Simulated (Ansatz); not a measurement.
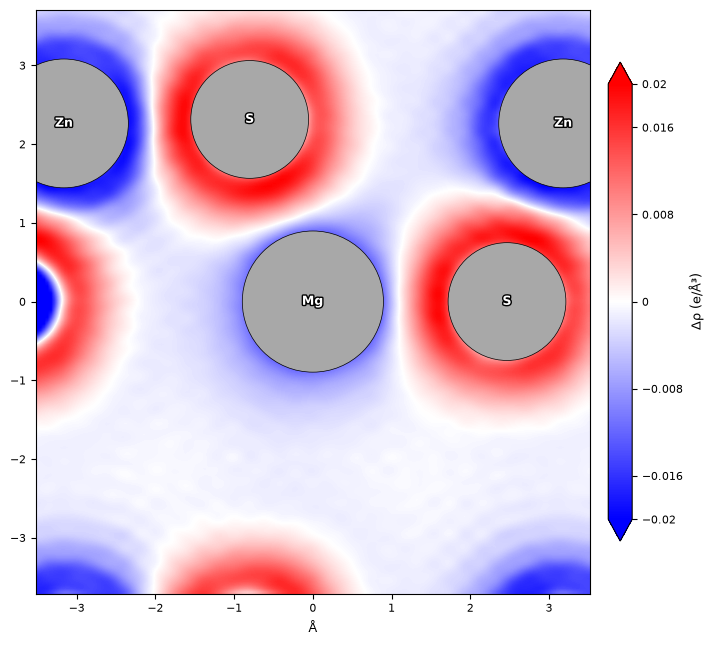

MgZn₅S₆. Difference of the valence pseudo-densities of two functionals at the same geometry, on the (11̄0) plane of the calculation cell: r2SCAN less LDA.

Space group P31m; a structure generated by program, which may or may not match a known phase.

Both computed with Ansatz (plane waves, PAW), on the same k-point mesh. Grey discs cover the atomic cores.

```cif
data_structure
_symmetry_space_group_name_H-M 'P 1'
_symmetry_Int_Tables_number 1
_cell_length_a 6.7194
_cell_length_b 6.7194
_cell_length_c 6.3414
_cell_angle_alpha 90.000
_cell_angle_beta 90.000
_cell_angle_gamma 120.000
_cell_volume 247.96
loop_
_atom_site_label
_atom_site_type_symbol
_atom_site_fract_x
_atom_site_fract_y
_atom_site_fract_z
_atom_site_occupancy
Mg1 Mg 0.00000 0.00000 0.50389 1
Zn1 Zn 0.33680 0.33680 0.00522 1
Zn2 Zn 0.00000 0.66320 0.00522 1
Zn3 Zn 0.66320 0.00000 0.00522 1
Zn4 Zn 0.66667 0.33333 0.50478 1
Zn5 Zn 0.33333 0.66667 0.50478 1
S1 S 0.34431 0.34431 0.37728 1
S2 S 0.00000 0.65569 0.37728 1
S3 S 0.65569 0.00000 0.37728 1
S4 S 0.66667 0.33333 0.87816 1
S5 S 0.33333 0.66667 0.87816 1
S6 S 0.00000 0.00000 0.89271 1
```

### Where does the change of functional move the electrons?

Against LDA, r2SCAN gives less density around Mg (−0.007 e/Å³ on average at 1.0 Å from the nucleus), less density around Zn (−0.016 e/Å³ on average at 1.0 Å from the nucleus), more density around S (+0.017 e/Å³ on average at 0.9 Å from the nucleus) and a change of +0.005 e/Å³ at the midpoint of Zn–S and +0.006 e/Å³ at the midpoint of Mg–S.
